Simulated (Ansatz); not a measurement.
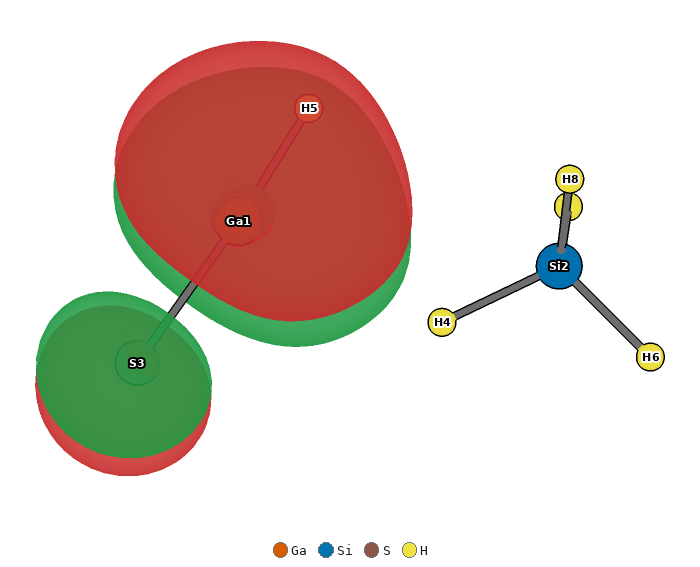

Figure. GaHS···SiH₄. The LUMO at ±0.08 Å⁻³ᐟ² (green and red are the two phases), seen across its widest extent.

The product side of a reaction path; geometry: PBE0-D4/def2-TZVP.

These are results of RKS PBE0-D4/def2-TZVPP in Ansatz, not measurements.

```yaml
atoms:
  - { symbol: Ga, position_ang: [-1.6653, -0.8170, -1.3167] }
  - { symbol: Si, position_ang: [0.9998, 0.5642, 0.8705] }
  - { symbol: S, position_ang: [-1.1224, -2.1950, -2.6715] }
  - { symbol: H, position_ang: [0.6702, -0.3803, -0.2389] }
  - { symbol: H, position_ang: [-2.1723, 0.2285, -0.3133] }
  - { symbol: H, position_ang: [2.4514, 0.4835, 1.1577] }
  - { symbol: H, position_ang: [0.6284, 1.9368, 0.4458] }
  - { symbol: H, position_ang: [0.2101, 0.1792, 2.0665] }
```

Describe this orbital and give its energy.

Answer. By Hirshfeld shares it lies mainly on Ga1 (about 70 %), S3 (about 20 %) and H5 (about 5 %). Its energy is −1.43 eV.
